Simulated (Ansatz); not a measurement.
# BH₄Br (built from SMILES B.Br): a barrier at many levels of theory, part 2 of 2

Ansatz 0.2.0, Gaussian basis.

## 5. Vibrations of the start structure

vib-r/in.yaml reads:

```yaml
crystal:
  periodic: [false, false, false]
  atoms:
    - {symbol: B, position_ang: [0.330995, 0.146025, -0.695889]}
    - {symbol: H, position_ang: [-0.739399, 0.454108, -1.134428]}
    - {symbol: H, position_ang: [1.171854, 0.996433, -0.606111]}
    - {symbol: H, position_ang: [0.686561, -0.995069, -0.762410]}
    - {symbol: H, position_ang: [-1.234033, -0.799343, 1.606072]}
    - {symbol: Br, position_ang: [-0.216081, 0.197745, 1.592765]}
basis:
  gaussian: {orbitals: def2-TZVP}
hamiltonian: {xc: pbe0, dispersion: d4}
phonons: {temperatures: {t_min: 298.15, t_max: 900, t_step: 200}}
```

The program printed, shortened:

```text
Functional definition: PBE0
  name "PBE0"
  cite "Adamo & Barone, J. Chem. Phys. 110, 6158 (1999) doi:10.1063/1.478522"
  cite "Perdew, Burke & Ernzerhof, Phys. Rev. Lett. 77, 3865 (1996) doi:10.1103/PhysRevLett.77.3865"
  parent pbe
[...]
758 factors; their error is unknown
[...]
mean field -70777.73137430 eV, -2601.0336531361 hartree, gradient 6.3e-5 eV, S^2 0.000000; 0 other end points of the search recorded, 0 dependent functions left out
[...]
reference -70777.73140163 eV, -2601.0336541404 hartree; 22, 22 occupied and 81, 81 virtual orbitals, 758 factors
[... from here to the last solve, the lines of the solves are left out (35 solves) ...]
758 factors; their error is unknown
mean field -70777.73134910 eV, -2601.0336522102 hartree, gradient 1.9e-6 eV, S^2 0.000000; 0 other end points of the search recorded, 0 dependent functions left out
[...]
reference -70777.73137643 eV, -2601.0336532143 hartree; 22, 22 occupied and 81, 81 virtual orbitals, 758 factors
Total energy: -70777.79080293 eV, -2601.0358370980 hartree
Atom 0 at     0.330995     0.146025    -0.695889 Å, force    -0.003204    -0.000561     0.002475 eV/Å
Atom 1 at    -0.739399     0.454108    -1.134428 Å, force     0.001817    -0.003968    -0.002093 eV/Å
Atom 2 at     1.171854     0.996433    -0.606111 Å, force     0.003078     0.003502     0.000790 eV/Å
Atom 3 at     0.686561    -0.995069    -0.762410 Å, force    -0.003831     0.000616    -0.000923 eV/Å
Atom 4 at    -1.234033    -0.799343     1.606072 Å, force     0.003802     0.003259    -0.001933 eV/Å
Atom 5 at    -0.216081     0.197745     1.592765 Å, force    -0.001663    -0.002848     0.001685 eV/Å
Dipole moment:    -0.267623    -0.142726     0.467223 e Å
Vibrations: 142.71 195.58 368.55 688.79 759.77 1093.45 1161.00 1165.62 2525.14 2633.15 2643.83 2653.09 cm⁻¹, zero-point energy 0.993775 eV
```

It took 33 s on 2 threads, shared host; peak memory 0.17 GiB.

The modes, with what each moves most:

```
mode  wavenumber (cm⁻¹)                                                            character
   1                143  not assigned (largely outside the bonds, angles and torsions drawn)
   2                196  not assigned (largely outside the bonds, angles and torsions drawn)
   3                369  not assigned (largely outside the bonds, angles and torsions drawn)
   4                689  not assigned (largely outside the bonds, angles and torsions drawn)
   5                760  not assigned (largely outside the bonds, angles and torsions drawn)
   6               1093                                                                 bend
   7               1161                                                                 bend
   8               1166                                                                 bend
   9               2525                                                          B–H stretch
  10               2633                                                 Br–H and B–H stretch
  11               2644                                                 B–H and Br–H stretch
  12               2653                                                          B–H stretch
```

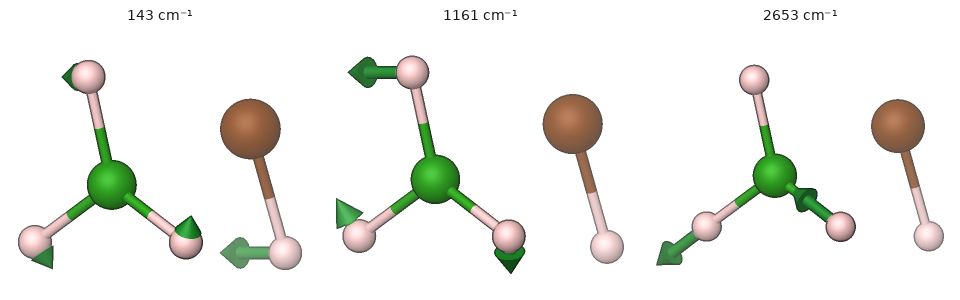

How the atoms move in 3 of the modes.

Vibrational sums (real modes only):

| T (K) | entropy (J/mol/K) | heat capacity (J/mol/K) |
| --- | --- | --- |
| 298 | 28.2 | 31.9 |
| 498 | 48.5 | 47.4 |
| 698 | 66.4 | 58.8 |
| 898 | 82.3 | 67.6 |

## 6. Vibrations of the end structure

vib-p/in.yaml reads:

```yaml
crystal:
  periodic: [false, false, false]
  atoms:
    - {symbol: B, position_ang: [0.945885, -0.038370, 0.134816]}
    - {symbol: H, position_ang: [-1.777907, 0.182241, -1.015428]}
    - {symbol: H, position_ang: [1.012977, 1.089855, -0.232243]}
    - {symbol: H, position_ang: [0.979152, -0.981575, -0.587277]}
    - {symbol: H, position_ang: [-1.961399, 0.102735, -0.295686]}
    - {symbol: Br, position_ang: [0.801191, -0.354986, 1.995817]}
basis:
  gaussian: {orbitals: def2-TZVP}
hamiltonian: {xc: pbe0, dispersion: d4}
phonons: {temperatures: {t_min: 298.15, t_max: 900, t_step: 200}}
```

The program printed, shortened:

```text
[... 5 set-up lines as earlier in the session ...]
[...]
758 factors; their error is unknown
[...]
mean field -70778.26716691 eV, -2601.0533431513 hartree, gradient 1.3e-5 eV, S^2 0.000000; 0 other end points of the search recorded, 0 dependent functions left out
[...]
reference -70778.26719547 eV, -2601.0533442008 hartree; 22, 22 occupied and 81, 81 virtual orbitals, 758 factors
[... from here to the last solve, the lines of the solves are left out (35 solves) ...]
758 factors; their error is unknown
mean field -70778.26709103 eV, -2601.0533403630 hartree, gradient 5.4e-7 eV, S^2 0.000000; 0 other end points of the search recorded, 0 dependent functions left out
[...]
reference -70778.26711959 eV, -2601.0533414122 hartree; 22, 22 occupied and 81, 81 virtual orbitals, 758 factors
Total energy: -70778.32192908 eV, -2601.0553556240 hartree
Atom 0 at     0.945885    -0.038370     0.134816 Å, force     0.000054     0.000016     0.000046 eV/Å
Atom 1 at    -1.777907     0.182241    -1.015428 Å, force     0.000198     0.000129    -0.000167 eV/Å
Atom 2 at     1.012977     1.089855    -0.232243 Å, force     0.000024     0.000132    -0.000090 eV/Å
Atom 3 at     0.979152    -0.981575    -0.587277 Å, force    -0.000007    -0.000139    -0.000118 eV/Å
Atom 4 at    -1.961399     0.102735    -0.295686 Å, force    -0.000299    -0.000128     0.000161 eV/Å
Atom 5 at     0.801191    -0.354986     1.995817 Å, force     0.000029    -0.000009     0.000168 eV/Å
Dipole moment:    -0.014396     0.021828    -0.126319 e Å
Vibrations: 38.25 76.51 112.36 165.13 223.81 699.65 812.27 963.83 1190.27 2624.01 2746.13 4400.47 cm⁻¹, zero-point energy 0.871156 eV
```

Wall time 31 s (2 threads, shared host); peak memory 0.16 GiB.

The modes, with what each moves most:

```csv
mode,wavenumber (cm⁻¹),character
1,38,"not assigned (largely outside the bonds, angles and torsions drawn)"
2,77,"not assigned (largely outside the bonds, angles and torsions drawn)"
3,112,"not assigned (largely outside the bonds, angles and torsions drawn)"
4,165,"not assigned (largely outside the bonds, angles and torsions drawn)"
5,224,"not assigned (largely outside the bonds, angles and torsions drawn)"
6,700,B–Br stretch
7,812,bend
8,964,out-of-plane bend
9,1190,bend
10,2624,B–H stretch
11,2746,B–H stretch
12,4400,H–H stretch
```

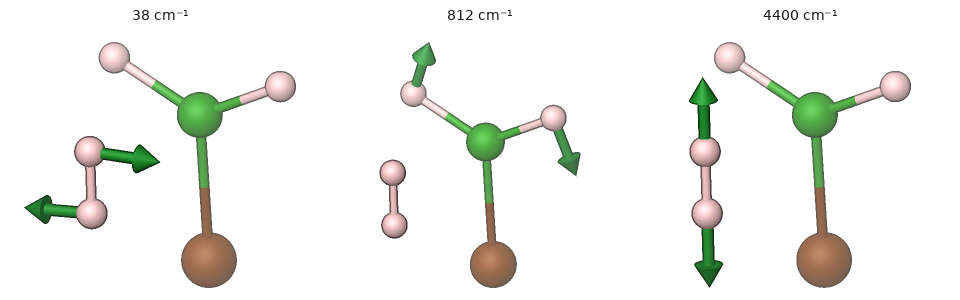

Displacements of 3 modes, as arrows.

Vibrational sums (real modes only):

```csv
T (K),entropy (J/mol/K),heat capacity (J/mol/K)
298,73.8,48.8
498,101.9,60.7
698,123.6,68.2
898,141.5,73.8
```

Modes under 50 cm⁻¹ weigh heavily in the entropy, and the harmonic picture is poor for them.

## 7. The ladder

Levels not printed above were run the same way.

The basis limit takes Hartree-Fock with exponent 7.88 and MP2 correlation with exponent 2.97 from the triple- and quadruple-zeta runs, and adds the coupled-cluster step over MP2 from triple zeta. Where a quadruple-zeta run was CCSD(T), only its Hartree-Fock and MP2 parts are used.

Rows are in def2-TZVPP; times add the 3 runs of a level on a shared host, so small differences are noise.

The saddle's own vibrations were run with its search: 315i cm⁻¹, zero-point energy 0.962 eV.

The barrier:

Differences are taken before rounding.

```
      method                    rung  barrier (kJ/mol)  from CCSD(T)/CBS (kJ/mol)   time
       SPW92                     LDA               3.4                      -28.7  1.9 s
      PBE-D4                     GGA              13.1                      -19.1  2.9 s
     BLYP-D4                     GGA              21.4                      -10.7  2.9 s
   r2SCAN-D4                meta-GGA              17.2                      -14.9  6.3 s
      B97M-V                meta-GGA              27.9                       -4.2   15 s
     PBE0-D4                  hybrid              21.0                      -11.2  3.8 s
    B3LYP-D4                  hybrid              27.0                       -5.2  3.9 s
  r2SCAN0-D4                  hybrid              23.2                       -8.9  7.1 s
    BHLYP-D4                  hybrid              36.7                       +4.5    4 s
CAM-B3LYP-D4  range-separated hybrid              31.2                       -0.9  4.6 s
     wB97X-V  range-separated hybrid              33.0                       +0.9   11 s
     wB97M-V  range-separated hybrid              31.3                       -0.8   13 s
      B2PLYP           double hybrid              30.1                       -2.0  6.6 s
    PBE-QIDH           double hybrid              28.4                       -3.7  6.6 s
  RPA on PBE                     RPA              37.2                       +5.0  5.8 s
Hartree-Fock            wavefunction              56.5                      +24.3       
         MP2            wavefunction              31.7                       -0.4       
        CCSD            wavefunction              39.1                       +7.0       
     CCSD(T)            wavefunction              34.5                       +2.3   30 s
 CCSD(T)/CBS                                      32.1                          0   51 s
```

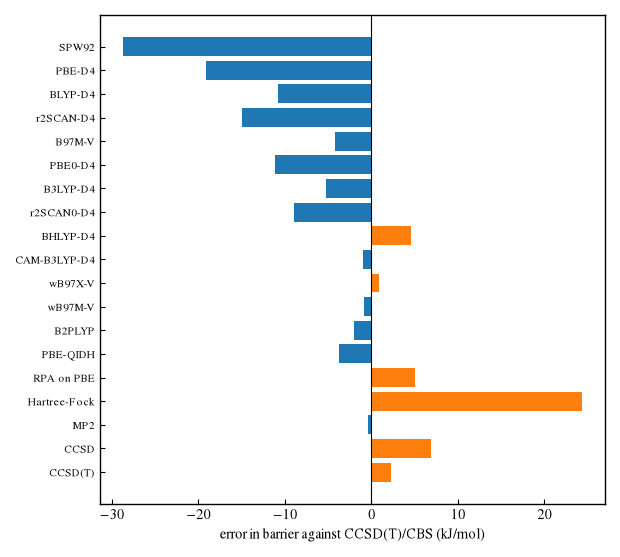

Deviations from CCSD(T)/CBS, method by method.

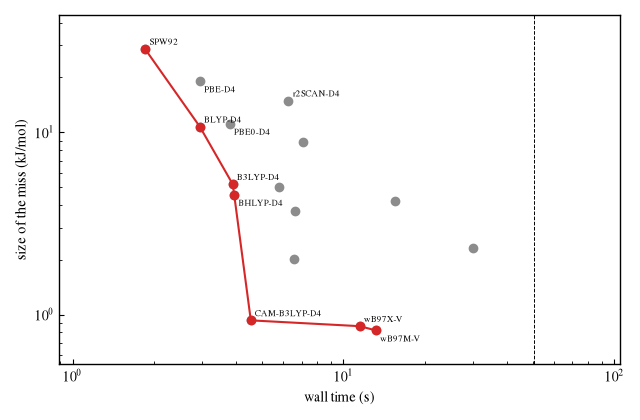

Miss against cost. Red marks the levels that no quicker level drawn beats (of those quicker than the yardstick), and the dashed line is the time of CCSD(T)/CBS. Only those levels and the largest misses are named. Times are from a shared host.

For cost: wB97M-V gets within 0.8 kJ/mol in 13 s, where CCSD(T)/CBS took 51 s; the quickest level in the cost chart, SPW92, takes 1.9 s and misses by 28.7 kJ/mol.

The step energy:

Differences are taken before rounding.

| method | rung | step energy (kJ/mol) | from CCSD(T)/CBS (kJ/mol) |
| --- | --- | --- | --- |
| SPW92 | LDA | -26.6 | +33.6 |
| PBE-D4 | GGA | -49.0 | +11.1 |
| BLYP-D4 | GGA | -58.2 | +1.9 |
| r2SCAN-D4 | meta-GGA | -54.9 | +5.3 |
| B97M-V | meta-GGA | -56.0 | +4.2 |
| PBE0-D4 | hybrid | -49.7 | +10.5 |
| B3LYP-D4 | hybrid | -57.2 | +3.0 |
| r2SCAN0-D4 | hybrid | -54.4 | +5.8 |
| BHLYP-D4 | hybrid | -58.3 | +1.8 |
| CAM-B3LYP-D4 | range-separated hybrid | -53.3 | +6.9 |
| wB97X-V | range-separated hybrid | -55.0 | +5.1 |
| wB97M-V | range-separated hybrid | -54.3 | +5.8 |
| B2PLYP | double hybrid | -60.2 | 0.0 |
| PBE-QIDH | double hybrid | -54.2 | +5.9 |
| RPA on PBE | RPA | -58.5 | +1.6 |
| Hartree-Fock | wavefunction | -75.7 | -15.5 |
| MP2 | wavefunction | -61.5 | -1.4 |
| CCSD | wavefunction | -57.5 | +2.6 |
| CCSD(T) | wavefunction | -57.4 | +2.8 |
| CCSD(T)/CBS |  | -60.1 | 0 |

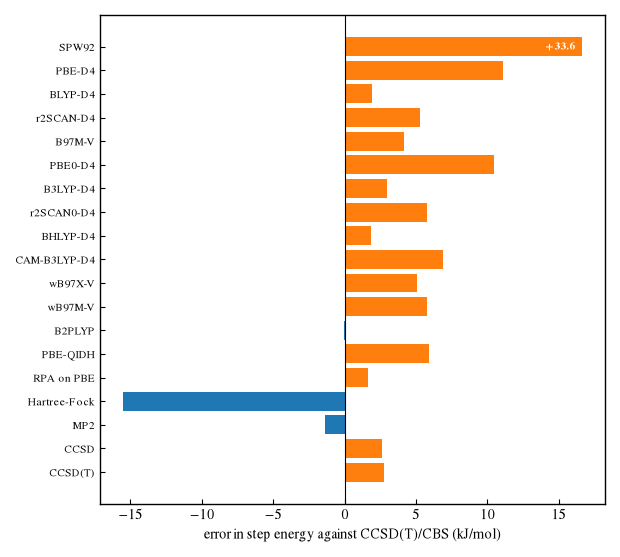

Deviations from CCSD(T)/CBS, method by method. Bars with a number in them are cut short.

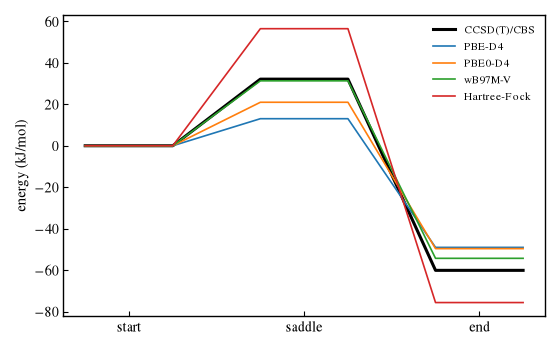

Energy profile at a few levels.

## 8. Results

This closing draws on all 2 parts.

```
                          quantity         value
              barrier, CCSD(T)/CBS   32.1 kJ/mol
      reverse barrier, CCSD(T)/CBS   92.3 kJ/mol
          step energy, CCSD(T)/CBS  -60.1 kJ/mol
    barrier with zero-point energy   29.1 kJ/mol
step energy with zero-point energy  -72.0 kJ/mol
      imaginary mode at the saddle     315i cm⁻¹
             largest T1 diagnostic         0.010
```

In words: The functionals run from wB97M-V, off by -0.8 kJ/mol, to SPW92, off by -28.7 kJ/mol, against CCSD(T)/CBS. Mean unsigned error by rung: LDA 28.7, GGA 14.9, meta-GGA 9.6, hybrid 7.5, range-separated hybrid 0.9, double hybrid 2.9 kJ/mol. PBE-D4 gives a barrier 19.1 kJ/mol too low, outside chemical accuracy (1 kcal/mol, 4.2 kJ/mol). Every functional without exact exchange puts the barrier too low, the usual mark of self-interaction error, which favours the spread-out density of a saddle. The barrier rises with the share of exact exchange, from BLYP-D4 through B3LYP-D4 to BHLYP-D4 (-10.7, -5.2, +4.5 kJ/mol). Hartree-Fock, with no correlation, is off by +24.3 kJ/mol. Zero-point motion lowers the barrier by 3.0 kJ/mol.
